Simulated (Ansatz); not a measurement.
Zn4C3

Input

```
crystal:
  lattice:
    - [4.3380537772, 0.0, 0.0]
    - [0.0, 4.3380537772, 0.0]
    - [0.0, 0.0, 4.3380537772]
  atoms:
    - { symbol: Zn, position: [0.5, 0.5, 0.5] }
    - { symbol: Zn, position: [0.5, 0.0, 0.0] }
    - { symbol: Zn, position: [0.0, 0.5, 0.0] }
    - { symbol: Zn, position: [0.0, 0.0, 0.5] }
    - { symbol: C, position: [0.0, 0.5, 0.5] }
    - { symbol: C, position: [0.5, 0.0, 0.5] }
    - { symbol: C, position: [0.5, 0.5, 0.0] }
basis:
  ecutwfc: 420
kpoints:
  mp_grid: { grid: [10, 10, 10] }
hamiltonian:
  xc: pbe
scf:
  occupations: { method: gaussian, width: 0.1 }
output:
  forces: true
  stress: true
  eigenvalues: true
  write_density: true
  write_potential: true
  elf: true
  volumetric_format: npy
relax:
  adjacent_minimum: "off"
  f_tol: 0.01
  max_steps: 80
  cell: { stress_tol: 0.05 }
```

Run with:

```sh
ansatz run input.yaml --threads 1 --pin off --max-ram 2048MiB --backend cpu --events-out ev --progress --plain --runs-dir out
```

Below, planes, directions and counts refer to the conventional cell (a = 4.35 Å, b = 4.35 Å, c = 4.35 Å, α = 90.00°, β = 90.00°, γ = 90.00°).

The fields are those of the run's last geometry, not of the input's.

Space group Pm-3m; a structure generated by program, which may or may not match a known phase.

These are results of DFT PBE, scalar-relativistic, plane waves, PAW in Ansatz 0.2.0, not measurements.

Q: What can the converged valence pseudo-density and electron localisation function tell about the bonding?

A: Zn–C (2.17 Å): ρ is about 0.45 e/Å³ halfway; the ELF peaks at about 0.80 in the valence shell of C, 0.7 Å from its nucleus, and is about 0.35 at the midpoint.

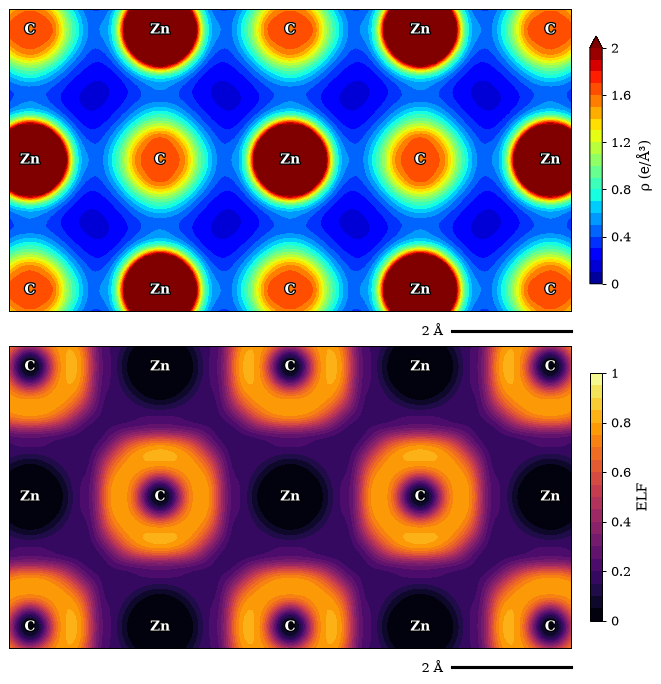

Computed valence pseudo-density and electron localisation function on the (010) plane of the conventional cell, in this order. 

Core electrons are frozen (PAW), and the valence fields are smoothed inside the atomic spheres.
